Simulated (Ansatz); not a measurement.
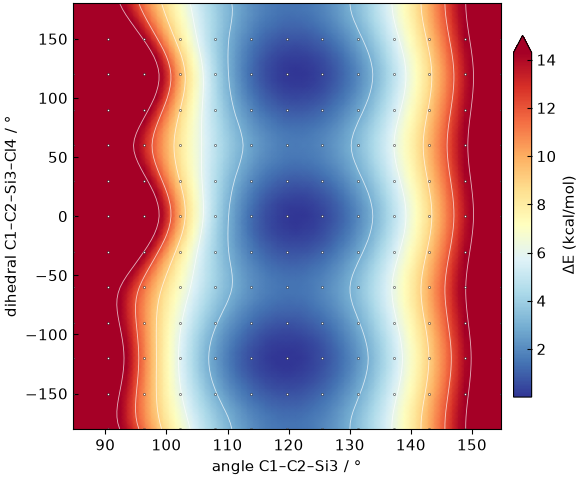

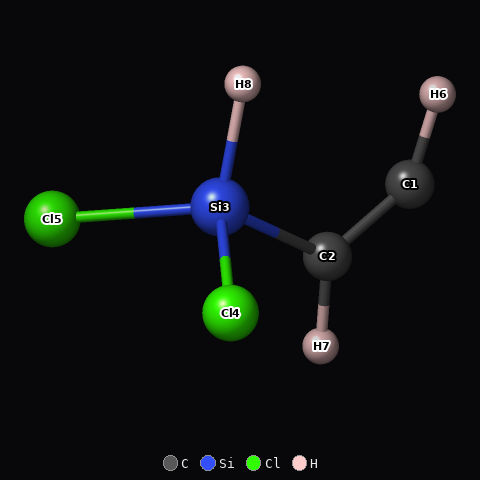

Energy landscape of C2H3Cl2Si, SMILES [CH]=C[SiH](Cl)Cl, spin multiplicity 2. 
- First axis: angle C1–C2–Si3. Second axis: dihedral C1–C2–Si3–Cl4.
- Nothing is relaxed (all other coordinates rigid).
- The grid has 13 × 12 points.
- Energies: kcal/mol, counted from the lowest grid point.
- All numbers below come from UKS PBE0-D4/def2-SVP (Ansatz 0.2.0).

Drawn: a smooth colour map with a few white contour lines, dots at the grid points, one colour for all values above the top of the scale. Between grid points the surface is interpolated. The second picture is the structure at the lowest point.

> Describe this landscape.

The lowest grid point is at angle C1–C2–Si3 = 119.7°, dihedral C1–C2–Si3–Cl4 = −120°; the map holds 3 wells of about this depth. The highest grid point, angle C1–C2–Si3 = 84.7°, dihedral C1–C2–Si3–Cl4 = 0°, lies 57.7 kcal/mol above the lowest. On the interpolated surface the easiest way out of the lowest well to the well at about angle C1–C2–Si3 = 121°, dihedral C1–C2–Si3–Cl4 = 120° passes a barrier of about 1.4 kcal/mol. Round the minimum the two coordinates are nearly uncoupled.

Grid values (kcal/mol):

| dihedral C1–C2–Si3–Cl4 ↓, angle C1–C2–Si3 → | 84.7 | 90.5 | 96.3 | 102.2 | 108.0 | 113.8 | 119.7 | 125.5 | 131.3 | 137.2 | 143.0 | 148.8 | 154.7 |
| --- | --- | --- | --- | --- | --- | --- | --- | --- | --- | --- | --- | --- | --- |
| 150 | 37.6 | 24.2 | 14.8 | 8.3 | 4.1 | 1.7 | 0.8 | 1.1 | 2.7 | 5.5 | 9.3 | 14.2 | 20.2 |
| 120 | 57.6 | 34.7 | 19.6 | 10.0 | 4.4 | 1.3 | 0.1 | 0.4 | 2.0 | 4.8 | 8.7 | 13.6 | 19.6 |
| 90 | 40.8 | 26.3 | 16.1 | 9.0 | 4.6 | 2.0 | 0.9 | 1.1 | 2.6 | 5.3 | 9.2 | 14.0 | 20.0 |
| 60 | 28.5 | 19.9 | 13.3 | 8.3 | 4.8 | 2.6 | 1.7 | 1.9 | 3.3 | 6.0 | 9.7 | 14.5 | 20.4 |
| 30 | 39.9 | 25.8 | 15.9 | 9.0 | 4.6 | 2.0 | 0.9 | 1.2 | 2.7 | 5.4 | 9.2 | 14.0 | 20.0 |
| 0 | 57.7 | 34.7 | 19.7 | 10.1 | 4.4 | 1.3 | 0.1 | 0.4 | 2.0 | 4.8 | 8.7 | 13.6 | 19.6 |
| −30 | 38.5 | 24.7 | 15.0 | 8.3 | 4.1 | 1.7 | 0.7 | 1.1 | 2.7 | 5.4 | 9.3 | 14.2 | 20.2 |
| −60 | 24.7 | 17.1 | 11.4 | 7.0 | 4.0 | 2.2 | 1.4 | 1.9 | 3.4 | 6.2 | 10.0 | 14.8 | 20.8 |
| −90 | 26.0 | 17.2 | 10.8 | 6.2 | 3.1 | 1.4 | 0.7 | 1.2 | 2.9 | 5.7 | 9.5 | 14.4 | 20.4 |
| −120 | 30.2 | 18.8 | 11.1 | 5.8 | 2.5 | 0.6 | 0.0 | 0.6 | 2.3 | 5.1 | 9.0 | 14.0 | 20.0 |
| −150 | 26.3 | 17.3 | 10.8 | 6.2 | 3.1 | 1.3 | 0.7 | 1.2 | 2.8 | 5.7 | 9.5 | 14.4 | 20.4 |
| −180 | 24.6 | 17.0 | 11.3 | 7.0 | 4.0 | 2.2 | 1.4 | 1.9 | 3.4 | 6.2 | 10.0 | 14.8 | 20.8 |

The input of one point:

```yaml
crystal:
  periodic: [false, false, false]
  atoms:
    - { symbol: C, position_ang: [0.861863, 0.464324, 1.521567] }
    - { symbol: C, position_ang: [0.95163, 0.146667, 0.249977] }
    - { symbol: Si, position_ang: [-0.592235, -0.230522, -0.717072] }
    - { symbol: Cl, position_ang: [-0.499472, -2.151222, -1.457815] }
    - { symbol: Cl, position_ang: [-0.751307, 1.066358, -2.310531] }
    - { symbol: H, position_ang: [0.072923, 0.588618, 2.266434] }
    - { symbol: H, position_ang: [1.926361, 0.098166, -0.258886] }
    - { symbol: H, position_ang: [-1.79826, -0.099065, 0.134631] }
magnetization:
  spin_polarized: true
  initial_magnetization: 1
basis:
  gaussian: { orbitals: def2-SVP }
hamiltonian:
  xc: pbe0
  dispersion: d4
output:
  forces: true
```

The whole map (156 points run) took 25 min on 1 thread of Arm Neoverse V2 (shared host).
